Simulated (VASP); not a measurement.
Band structure of BP (zinc blende). Computed with PBE GGA with D4 dispersion, VASP's PBE PAW potentials (set 64) (plane waves; VASP 6.6.1).

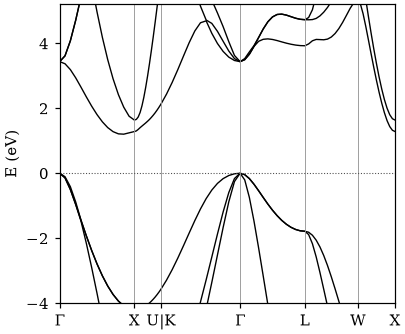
Figure: Bands along high-symmetry lines, zero at the valence-band maximum or, without a gap, the Fermi level

Task: Read the plot: is there a gap, and where are the band edges?

Result: The gap is indirect, 1.20 eV, from the valence maximum at Γ to the conduction minimum at Γ-X at 0.86. (Edges off the drawn lines would not show.)

The compound is BP in the zinc blende structure. It was relaxed first.
